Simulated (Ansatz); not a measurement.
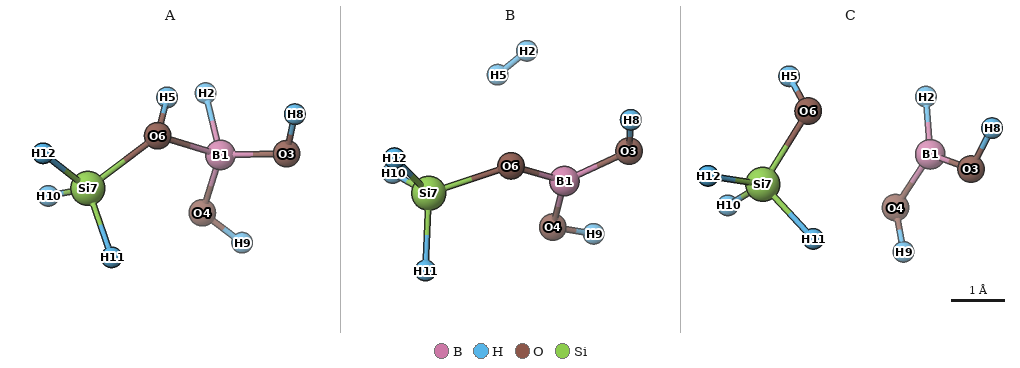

Three geometries of BSiH7O3: a saddle point and the two relaxed ends that it joins, in shuffled order. The picture is a ball-and-stick view, seen at a tilt. Sticks join atoms that are closer than about 1.2 times the sum of their covalent radii (a little more with hydrogen).

Stationary points at PBE0-D4/def2-TZVP, single-point energies with CCSD(T)/CBS, B3LYP-D4, PBE-QIDH, SPW92 (LDA), BLYP-D4, wB97M-V (def2-TZVPP where no basis is named; Ansatz 0.2.0). The energies are electronic, without zero-point or thermal terms, and both ends are the relaxed geometries reached downhill from the saddle, with any fragments still in contact. CCSD(T)/CBS stands for a frozen-core estimate: MP2 correlation extrapolated from def2-TZVPP and def2-QZVPP, CCSD(T) minus MP2 from the smaller set.

Identify the saddle point and describe the reaction.

Frame A is the saddle point. Counted by bonded pieces, C holds BH₃O₂ + SiH₄O and B holds H₂ + SiBH₅O₃. From C over the saddle to B, bonds form: B1–O6 (2.89 → 1.60 → 1.36 Å), H2–H5 (2.97 → 1.07 → 0.75 Å). Bonds break: B1–H2 (1.20 → 1.40 → 3.10 Å), H5–O6 (0.96 → 1.18 → 3.29 Å). The saddle has one imaginary mode, 1390i cm⁻¹. The end B keeps a soft imaginary mode of 21i cm⁻¹, so it isn't quite a minimum. With CCSD(T)/CBS the barrier is 1.47 eV from C and 2.50 eV from B, and B lies 1.03 eV below C.

```tsv
level	barrier from C (eV)	barrier from B (eV)	B less C (eV)
CCSD(T)/CBS	1.47	2.50	−1.03
B3LYP-D4	1.45	2.47	−1.01
PBE-QIDH	1.35	2.38	−1.03
SPW92 (LDA)	0.74	1.73	−0.99
BLYP-D4	1.39	2.38	−0.99
wB97M-V	1.41	2.41	−1.01
```

Against CCSD(T)/CBS, B3LYP-D4 comes closest on the barrier from C (−0.01 eV) and SPW92 (LDA) misses most (−0.72 eV).

Limits of the set-up: the start holds two separate molecules, 2.9 Å apart at their closest, whose relative position is a soft coordinate.
